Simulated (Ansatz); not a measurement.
# Screening in Ga2S3 (Cc)

How strongly does Ga2S3 (Cc) screen? Routes: perturbation theory, a sum over states and the RPA step of G0W0.

Calculated with Ansatz 0.2.0; linear response on LDA, plane waves, PAW.

## 1. The starting structure

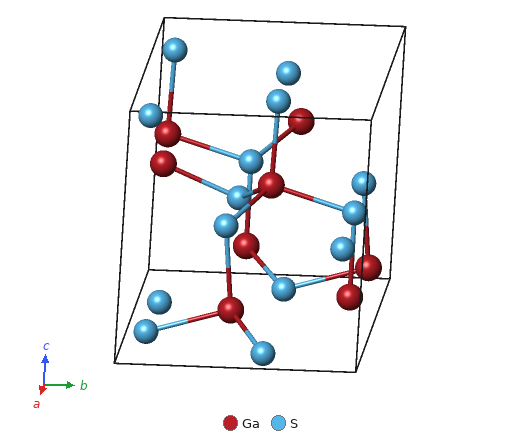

Start, viewed slightly off an axis; gallium red, sulfur blue. This picture shows the conventional cell, with its axes. Bonds to atoms that aren't drawn are left out. Some periodic images of atoms are drawn too.

The cell and positions come from the Crystallography Open Database and are kept as given unless a step says otherwise.

## 2. Response to a homogeneous field

ε∞ sets how strongly the crystal screens. Perturbation theory gives it with local fields and without a sum over empty bands.

This step: dielectric response by perturbation theory, LDA, plane waves, PAW; PAW set soft_1.

input.yaml

```yaml
crystal:
  lattice:
    - [5.5535, -3.1975, 0.0]
    - [5.5535, 3.1975, 0.0]
    - [-3.6339226554, 0.0, 6.0074160114]
  atoms:
    - { symbol: Ga, position: [0.63979, 0.44447, 0.12512] }
    - { symbol: Ga, position: [0.44447, 0.63979, 0.62512] }
    - { symbol: Ga, position: [0.2682, 0.13232, 0.11559] }
    - { symbol: Ga, position: [0.13232, 0.2682, 0.61559] }
    - { symbol: S, position: [0.9089, 0.0811, 0.9838] }
    - { symbol: S, position: [0.0811, 0.9089, 0.4838] }
    - { symbol: S, position: [0.4303, 0.2453, 0.4999] }
    - { symbol: S, position: [0.2453, 0.4303, 0.9999] }
    - { symbol: S, position: [0.5901, 0.7581, 0.0084] }
    - { symbol: S, position: [0.7581, 0.5901, 0.5084] }
kpoints:
  mp_grid: { grid: [4, 4, 4] }
hamiltonian:
  xc: lda
  pseudopotentials: { kind: paw, azcp: { folder: soft_1 }, xc_functional: pbe }
scf:
  occupations: { method: fixed }
dielectric: {}
```

Started as:

```console
$ ansatz run input.yaml --threads 3 --pin off --max-ram 92160MiB --backend cuda --events-out ev --progress --plain --runs-dir out --devices 1 --max-vram 13GiB
```

Numbers of over 12 decimals in the logs are rounded to 6 here.

What it wrote:

```text
GPUs: using 1 of 1 available (devices: 1).
Engine: ansatz 0.2.0, x86_64-unknown-linux-gnu
Pseudopotentials: kind: paw
Pseudopotential: Ga, paw, valence charge 13, recommended cutoff 420 eV (normal), soft_1/Ga.paw.azcp
Pseudopotential: S, paw, valence charge 6, recommended cutoff 420 eV (normal), soft_1/S.paw.azcp
Functional definition: SPW92
  exchange = slater_x
  correlation = pw_c
device memory: the entry about to start is reckoned to put 4.2 GiB on a device that reports 33.8 GiB free (of which the cap on the GPU budget leaves the run 13.0 GiB)
GPU FFT provider: cuFFT
GPU libraries: cuBLAS 13.8.2, cuFFT 12.4.0, cuSOLVER 12.3.4
Crystal: 10 atoms, lattice volume = 213.351 Å³
Basis set: ecut = 420 eV, 4167 PW (Γ), exchange–correlation on 90×90×96 points (8 copies of the dense FFT grid, shifted against one another)
Bands: 54, of which v1, the nominal top of the filled ones, is band 44 counted from 1 (43 counted from 0)
Symmetry: 2 space group operations
k-points: 36 of 64 (irreducible under 1 space group operation, time reversal used)
Non-local potential: Ga, projectors of the file, l = 0: 2, l = 1: 2, l = 2: 3, l = 3: 1
Non-local potential: S, projectors of the file, l = 0: 2, l = 1: 2, l = 2: 1
PAW form: soft (Blöchl's): semilocal exchange-correlation on the pseudo side does not see the compensation charge
PAW frozen core: Ga, regenerated for the run's functional, and the local potential with it (the file was generated under x = pbe(κ = 0.804, μ = 0.219515), c = pbe(β = 0.066725))
PAW frozen core: S, regenerated for the run's functional, and the local potential with it (the file was generated under x = pbe(κ = 0.804, μ = 0.219515), c = pbe(β = 0.066725))
PAW one-centre angular grid: Ga, 590 points (default); XC on 64 Gauss nodes
PAW one-centre angular grid: S, 110 points (default); XC on 64 Gauss nodes
Initial density: superposition of atomic densities (chi_scale 0.1, normalization cell, long waves kept (reshape's long-wave potential 0.05 eV rms))
Initial wavefunctions: pseudopotential atomic-orbital guess
GPU buffer pool allocated for 97200 grid points (all kernels)
GPU transforms: local potential and band sums: pruned to the plane-wave sphere, on 45×45×48
Functional: x = slater, c = lda
SCF iter   1: F=—  HF=-20053.028557 eV  |F-HF|=—  |Δ(HF+E_count)|=         —  Δρ=4.88e-2  dr2=3.51e0  ethr=3.10e-3  ⟨swp⟩=5.0  Hψ=6740  notcnv=0  defer=232
preconditioner: auto → Resta (q_TF=auto, 2.354 Å⁻¹)  ε∞=3.8  [insulator: Δε(μ)=1.988 eV  Ē_g=14.339 eV  n_scr=52 (ndim 8)  ℏωp=23.8 eV  f_vac=0.000  ε∞_Penn≈3.8]
SCF iter   2: F=—  HF=-20052.134027 eV  |F-HF|=—  |Δ(HF+E_count)|=   8.95e-1  Δρ=2.27e-2  dr2=8.29e-1  ethr=3.10e-3  ⟨swp⟩=3.5  Hψ=3967  notcnv=0  defer=265
SCF iter   3: F=—  HF=-20051.842945 eV  |F-HF|=—  |Δ(HF+E_count)|=   2.91e-1  Δρ=6.08e-3  dr2=6.43e-2  ethr=9.42e-4  ⟨swp⟩=3.0  Hψ=3447  notcnv=0  defer=286
SCF iter   4: F=—  HF=-20051.796158 eV  |F-HF|=—  |Δ(HF+E_count)|=   4.68e-2  Δρ=2.02e-3  dr2=9.28e-3  ethr=7.30e-5  ⟨swp⟩=2.9  Hψ=3462  notcnv=0  defer=288
SCF iter   5: F=—  HF=-20051.797203 eV  |F-HF|=—  |Δ(HF+E_count)|=   1.04e-3  Δρ=7.25e-4  dr2=1.37e-3  ethr=1.05e-5  ⟨swp⟩=2.0  Hψ=3402  notcnv=0  defer=288
SCF iter   6: F=—  HF=-20051.796961 eV  |F-HF|=—  |Δ(HF+E_count)|=   2.42e-4  Δρ=1.73e-4  dr2=8.91e-5  ethr=1.55e-6  ⟨swp⟩=2.0  Hψ=2472  notcnv=0  defer=288
SCF iter   7: F=—  HF=-20051.797060 eV  |F-HF|=—  |Δ(HF+E_count)|=   9.89e-5  Δρ=5.90e-5  dr2=9.25e-6  ethr=1.01e-7  ⟨swp⟩=2.0  Hψ=2637  notcnv=0  defer=274
SCF iter   8: F=—  HF=-20051.797200 eV  |F-HF|=—  |Δ(HF+E_count)|=   1.40e-4  Δρ=1.88e-5  dr2=1.14e-6  ethr=1.05e-8  ⟨swp⟩=2.0  Hψ=2711  notcnv=0  defer=208
SCF iter   9: F=—  HF=-20051.797201 eV  |F-HF|=—  |Δ(HF+E_count)|=   1.95e-7  Δρ=6.36e-6  dr2=9.26e-8  ethr=1.29e-9  ⟨swp⟩=2.0  Hψ=3328  notcnv=0  defer=208
SCF iter  10: F=—  HF=-20051.797201 eV  |F-HF|=—  |Δ(HF+E_count)|=   2.09e-8  Δρ=3.53e-6  dr2=1.96e-8  ethr=1.05e-10  ⟨swp⟩=2.0  Hψ=3329  notcnv=0  defer=208
SCF iter  11: F=—  HF=-20051.797201 eV  |F-HF|=—  |Δ(HF+E_count)|=   1.87e-8  Δρ=8.26e-7  dr2=1.31e-9  ethr=2.23e-11  ⟨swp⟩=2.0  Hψ=3279  notcnv=0  defer=208
SCF iter  12: F=—  HF=-20051.797201 eV  |F-HF|=—  |Δ(HF+E_count)|=   1.03e-9  Δρ=3.73e-7  dr2=2.67e-10  ethr=1.49e-12  ⟨swp⟩=2.0  Hψ=3326  notcnv=0  defer=208
SCF iter  13: F=—  HF=-20051.797201 eV  |F-HF|=—  |Δ(HF+E_count)|=  5.09e-11  Δρ=2.03e-7  dr2=5.42e-11  ethr=1.00e-12  ⟨swp⟩=13.1  Hψ=9833  notcnv=0
SCF iter  14: F=-20051.797201 eV  HF=-20051.797201 eV  |F-HF|=7.28e-12  |Δ(HF+E_count)|=  9.46e-11  Δρ=3.31e-8  dr2=1.95e-12  ethr=1.00e-12  ⟨swp⟩=3.0  Hψ=4396  notcnv=0
SCF 1 converged in 14 iterations: F = -20051.797201 eV  dr2 = 1.95e-12
  greatest PAW one-centre occupation: 0.995 electrons in one spin orbital (limit 2), on the Ga atom at site 1 (counted from 0), in its partial waves of l = 2
the response reads at least the filled bands of the reference SCF and the lowest empty band at each k-point, and that SCF's band table does not vouch for those bands. The notice of the band table in this run's record says why
device memory: the entry about to start is reckoned to put 1.1 GiB on a device that reports 36.9 GiB free (of which the cap on the GPU budget leaves the run 12.9 GiB)
NSCF: frozen V_eff on 1 k-points
device memory: the entry about to start is reckoned to put 1.2 GiB on a device that reports 36.9 GiB free (of which the cap on the GPU budget leaves the run 12.9 GiB)
NSCF: frozen V_eff on 1 k-points
device memory: the entry about to start is reckoned to put 1.1 GiB on a device that reports 36.9 GiB free (of which the cap on the GPU budget leaves the run 12.9 GiB)
NSCF: frozen V_eff on 1 k-points
device memory: the entry about to start is reckoned to put 0.1 GiB (of the 0.2 GiB reckoned in all, the device holds 0.1 GiB already) on a device that reports 36.7 GiB free (of which the cap on the GPU budget leaves the run 12.9 GiB)
device memory: the entry about to start is reckoned to put 2.8 GiB (of the 2.9 GiB reckoned in all, the device holds 0.1 GiB already) on a device that reports 36.7 GiB free (of which the cap on the GPU budget leaves the run 12.9 GiB)
DFPT response loops at Γ: preconditioner auto → Resta (q_TF=auto, 2.354 Å⁻¹)  ε∞=6.0 (no band partly filled); β = 1.00, the filter's whole step (`scf.mixing.beta` (0.50) is not read by the response loops at its default; to damp them type it under 1.00, their step now; it binds the ground state too); Broyden in place of MSR1
── the response to a field inside a basis, on 6×6×6 k-points: an SCF that follows is theirs, and a resumed run solves both again ──
device memory: the entry about to start is reckoned to put 0.8 GiB on a device that reports 39.1 GiB free (of which the cap on the GPU budget leaves the run 12.9 GiB)
GPU FFT provider: cuFFT
GPU libraries: cuBLAS 13.8.2, cuFFT 12.4.0, cuSOLVER 12.3.4
Bands: 45, of which v1, the nominal top of the filled ones, is band 44 counted from 1 (43 counted from 0)
k-points: 63 of 216 (time reversal used)
Initial density: handed on by an earlier stage of this run
Initial wavefunctions: pseudopotential atomic-orbital guess (no wavefunctions were taken with the density)
GPU buffer pool allocated for 97200 grid points (all kernels)
GPU transforms: band sums: pruned to the plane-wave sphere, on 45×45×48
Eigensolver: Dense (63 Hₖ)
SCF iter   1: F=—  HF=-20051.670179 eV  |F-HF|=—  |Δ(HF+E_count)|=         —  Δρ=4.68e-4  dr2=1.63e-4  ethr=1.00e-1
preconditioner: auto → Resta (q_TF=auto, 2.354 Å⁻¹)  ε∞=4.8  [insulator: Δε(μ)=1.862 eV  Ē_g=12.297 eV  n_scr=52 (ndim 8)  ℏωp=23.8 eV  f_vac=0.017  ε∞_Penn≈4.8]
SCF iter   2: F=—  HF=-20051.670154 eV  |F-HF|=—  |Δ(HF+E_count)|=   2.51e-5  Δρ=2.12e-4  dr2=3.29e-5  ethr=1.85e-7
SCF iter   3: F=—  HF=-20051.670158 eV  |F-HF|=—  |Δ(HF+E_count)|=   3.52e-6  Δρ=9.86e-5  dr2=8.84e-6  ethr=3.74e-8
SCF iter   4: F=—  HF=-20051.670158 eV  |F-HF|=—  |Δ(HF+E_count)|=   5.38e-7  Δρ=1.13e-5  dr2=3.18e-7  ethr=1.00e-8
SCF iter   5: F=-20051.670158 eV  HF=-20051.670158 eV  |F-HF|=2.69e-9  |Δ(HF+E_count)|=   4.91e-8  Δρ=3.41e-6  dr2=2.79e-8  ethr=3.61e-10
SCF 1 converged in 5 iterations: F = -20051.670158 eV  dr2 = 2.79e-8
device memory: the entry about to start is reckoned to put 0.1 GiB (of the 0.5 GiB reckoned in all, the device holds 0.4 GiB already) on a device that reports 45.1 GiB free (of which the cap on the GPU budget leaves the run 12.6 GiB)
device memory: the entry about to start is reckoned to put 4.5 GiB on a device that reports 44.3 GiB free (of which the cap on the GPU budget leaves the run 12.6 GiB)
DFPT response loops at Γ: preconditioner auto → Resta (q_TF=auto, 2.354 Å⁻¹)  ε∞=5.7 (no band partly filled); β = 1.00, the filter's whole step (`scf.mixing.beta` (0.50) is not read by the response loops at its default; to damp them type it under 1.00, their step now; it binds the ground state too); Broyden in place of MSR1
SCF converged after 14 iterations
Free energy (F): -20051.797201 eV
Harris-Foulkes:  -20051.797201 eV  (|F-HF|=7.28e-12)
Internal energy: -20051.797201 eV  (E = F + TS)
E sigma→0 (E₀):  -20051.797201 eV
Fermi energy:    5.508799 eV
--- Per-component energies (eV) ---
  E_band       = -377.883693
  E_kinetic    = 1082.678354
  E_local      = -8025.755480  (includes V_loc(G=0)·N_el)
  E_nonlocal   = -145.709662
  E_hartree    = 4573.832273
  E_xc         = -778.694510
  E_vxc        = -720.023168  (∫ρ·V_xc dr)
  E_paw        = -11132.088742  (= ΣΔE_a)
  E_vpaw       = -1716.737486  (= ΣTr[D̂ρ^β])
  E_aug_tail   = -0.000850  (compensation charges beyond the density's cutoff)
  E_ewald      = -5633.891695
  E_core_change = 7.833111  (= ΣΔE_core)
  E_smearing   = -0.000000  (= −TS)
  E_closure    = -0.000000  (closes the sum)
  Σ components = -20051.797201   (vs F -20051.797201, Δ=0.00e0)
--- Band table (eV; the first three rows and the last of 36) ---
  k-point 0: bands = [... 40 lower, 4.4618, 4.8446, 4.9859, 5.5088, 7.1744, 7.7069, 8.5095, 8.7705, ... 6 higher]
  k-point 1: bands = [... 40 lower, 4.4688, 4.4815, 4.8970, 5.1799, 7.8504, 7.9860, 8.7449, 8.8745, ... 6 higher]
  k-point 2: bands = [... 40 lower, 4.3855, 4.3855, 4.9005, 4.9005, 8.2991, 8.2991, 9.0363, 9.0363, ... 6 higher]
  k-point 35: bands = [... 40 lower, 4.0094, 4.0094, 4.9173, 4.9173, 7.8982, 7.8982, 8.7139, 8.7139, ... 6 higher]
--- Dielectric response (ions clamped): 3 representative field directions + reference, inside a basis on a mesh of 216 k-points (Σ response iterations 15) ---
  ε∞ (high-frequency dielectric tensor):
        6.233715     0.000000    -0.122136
        0.000000     6.327999     0.000000
       -0.122136     0.000000     6.468256
  Born effective charges Z* (e; rows j = field, columns β = displacement):
    site 0:
         2.52866   -0.54836   -0.38293
         0.55546    2.56717   -0.13872
        -0.02176   -0.44567    2.69390
    site 1:
         2.52866    0.54836   -0.38293
        -0.55546    2.56717    0.13872
        -0.02176    0.44567    2.69390
    site 2:
         2.54284    0.42364    0.02710
        -0.64250    2.58478    0.30461
        -0.28617    0.22582    2.72453
    site 3:
         2.54284   -0.42364    0.02710
         0.64250    2.58478   -0.30461
        -0.28617   -0.22582    2.72453
    site 4:
        -1.49119    0.61264   -0.14009
         0.53258   -2.12199   -0.06749
        -0.16348    0.02769   -1.17033
    site 5:
        -1.49119   -0.61264   -0.14009
        -0.53258   -2.12199    0.06749
        -0.16348   -0.02769   -1.17033
    site 6:
        -2.25554   -0.11761   -0.05562
        -0.03967   -0.97694   -0.42656
         0.05055   -0.49724   -2.14540
    site 7:
        -2.25554    0.11761   -0.05562
         0.03967   -0.97694    0.42656
         0.05055    0.49724   -2.14540
    site 8:
        -1.32478   -0.60343    0.55154
        -0.50817   -2.05302   -0.12102
         0.42087   -0.17693   -2.10270
    site 9:
        -1.32478    0.60343    0.55154
         0.50817   -2.05302    0.12102
         0.42087    0.17693   -2.10270
  Z* charge neutrality: 1.597e-2 e pre-enforcement
  solved inside a basis spanned on kpoints, on 6×6×6 k-points, its susceptibility summed on 8×8×8: ε∞ is read to err by 2.4e-2, Z* by 1.9e-2 e (field_mesh: kpoints solves on kpoints); Z* is corrected for what the basis lacks
```

Run time: 74 s. Hardware: 1 × NVIDIA H100 80GB HBM3 (shared by 6 runs) with 3 threads of AMD EPYC 7R13 (Zen 3), shared host; peak memory 3.4 GiB; 2.8 min of CPU time.

Numbers from this step:

```yaml
stated_error_of_eps_infinity: 0.024
```

One over ε∞ averages 0.16, under the quarter of exact exchange in PBE0, which by this rule of thumb may open the gap too far.

High-frequency dielectric tensor:

```
 6.23  0.00 -0.12
 0.00  6.33  0.00
-0.12  0.00  6.47
```

Born effective charge (e), principal values of the symmetric part by kind of site:

```tsv
atom	atoms with these values	low	middle	high	mean
Ga1	2	2.26	2.54	2.99	2.60
Ga3	2	2.38	2.48	2.99	2.62
S5	2	-2.46	-1.30	-1.02	-1.59
S7	2	-2.32	-2.25	-0.81	-1.79
S9	2	-2.42	-2.23	-0.83	-1.83
```

In full for Ga3:

```
 2.54  0.42  0.03
-0.64  2.58  0.30
-0.29  0.23  2.72
```

## 3. Independent-particle spectrum

The independent-particle spectrum shows where the oscillator strength lies, before excitons and local fields.

This step: independent-particle optics on LDA, plane waves, PAW; PAW set soft_1.

Edit input.yaml of step 2 so:

```diff
@@ -23,2 +23,4 @@
   occupations: { method: fixed }
-dielectric: {}
+  n_extra_bands: 146
+output:
+  optics: { e_range: [0, 25], de: 0.1, sigma: 0.2 }
```

What it wrote:

```text
[...]
GPUs: using 1 of 1 available (devices: 1).
[...]
GPU FFT provider: cuFFT
GPU libraries: cuBLAS 13.8.2, cuFFT 12.4.0, cuSOLVER 12.3.4
Crystal: 10 atoms, lattice volume = 213.351 Å³
Basis set: ecut = 420 eV, 4167 PW (Γ)
Bands: 190, of which v1, the nominal top of the filled ones, is band 44 counted from 1 (43 counted from 0)
Symmetry: 2 space group operations
[...]
k-points: 24 of 64 (time reversal used)
[...]
GPU buffer pool allocated for 97200 grid points (all kernels)
[...]
SCF iter   1: F=—  HF=-20053.025210 eV  |F-HF|=—  |Δ(HF+E_count)|=         —  Δρ=4.88e-2  dr2=3.53e0  ethr=3.10e-3  ⟨swp⟩=4.1  Hψ=15968  notcnv=0  defer=3430
[...]
SCF iter  13: F=-20051.797199 eV  HF=-20051.797199 eV  |F-HF|=3.64e-12  |Δ(HF+E_count)|=  1.46e-11  Δρ=3.63e-8  dr2=1.63e-12  ethr=1.00e-12  ⟨swp⟩=14.3  Hψ=39697  notcnv=0
SCF 1 converged in 13 iterations: F = -20051.797199 eV  dr2 = 1.63e-12
[...]
Optics k sum: 0 of 24 k-points
Optics k sum: 2 of 24 k-points
[...]
Optics k sum: 24 of 24 k-points
[...]
SCF converged after 13 iterations
Free energy (F): -20051.797199 eV
[...]
Internal energy: -20051.797199 eV  (E = F + TS)
E sigma→0 (E₀):  -20051.797199 eV
Fermi energy:    5.508799 eV
[...]
--- Band table (eV; the first three rows and the last of 24) ---
  k-point 0: bands = [... 40 lower, 4.4618, 4.8446, 4.9859, 5.5088, 7.1744, 7.7069, 8.5095, 8.7705, ... 142 higher]
  k-point 1: bands = [... 40 lower, 4.4688, 4.4815, 4.8970, 5.1799, 7.8504, 7.9860, 8.7449, 8.8745, ... 142 higher]
  k-point 2: bands = [... 40 lower, 4.3855, 4.3855, 4.9005, 4.9005, 8.2991, 8.2991, 9.0363, 9.0363, ... 142 higher]
  k-point 23: bands = [... 40 lower, 4.0094, 4.0094, 4.9173, 4.9173, 7.8982, 7.8982, 8.7139, 8.7139, ... 142 higher]
```

The job ended after 60 s (1 × NVIDIA H100 80GB HBM3 (shared by 6 runs) with 3 threads; peak memory 2.9 GiB; 1.7 min of CPU time).

Numbers from this step:

| Quantity | Value |
| --- | --- |
| ε∞ without local fields (xx, yy, zz) | 7.115, 7.195, 7.231 |
| electrons in the f-sum (xx, yy, zz) | 49.78, 49.77, 49.78 |
| bands in the explicit sum (the static value is completed to all bands) | 190 |

The sum gives ε∞ = 7.11, 7.19 and 7.23 without local fields.

Independent particles, no local fields, Gaussian width 0.2 eV. Table of ε₂ by photon energy; read off at these points:

```tsv
photon energy (eV)	xx	yy	zz
1.0	0	0	0
2.0	0.186	0.0656	0.703
3.0	2.04	2.18	1.59
4.0	7.19	7.13	5.30
5.0	7.97	9.04	13.0
5.7	11.3	11.7	9.35
5.8	11.7	11.7	9.13
6.0	11.4	10.7	8.97
7.0	8.62	8.33	8.62
8.0	5.75	5.85	5.75
9.0	3.81	4.36	3.84
10.0	3.41	2.97	2.96
11.0	2.13	2.17	2.12
12.0	1.33	1.43	1.24
13.0	0.875	0.902	0.866
14.0	0.695	0.664	0.696
15.0	0.537	0.528	0.574
16.0	0.446	0.408	0.458
17.0	0.350	0.347	0.345
18.0	0.341	0.346	0.314
19.0	0.302	0.286	0.275
20.0	0.263	0.261	0.247
21.0	0.212	0.207	0.222
22.0	0.164	0.170	0.183
23.0	0.125	0.121	0.121
24.0	0.112	0.119	0.115
25.0	0.0998	0.100	0.0942
```

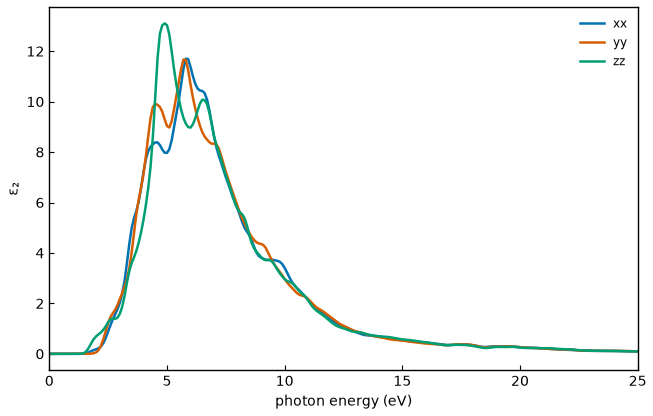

ε₂, plotted against photon energy.

(Continued in part 2 of 2.)

[Paths, hosts, dates, memory and timing lines, banners, echoed tables and standing remarks are left out of the program output.]

[Logs are printed without paths, hosts, clocks, repeated set-up lines and the standing remarks that a program may print on its own settings, such as how far it seeks lower states.]

[Runs of the session that timed out or met a known fault of the program may be left out.]

[Cells called generated may have been cut or substituted from an entry of the Crystallography Open Database or the Materials Project.]

[Hosts, paths, dates, database ids (printed as entryN), source tags and the programs' standing remarks are cut or masked in the printed files.]
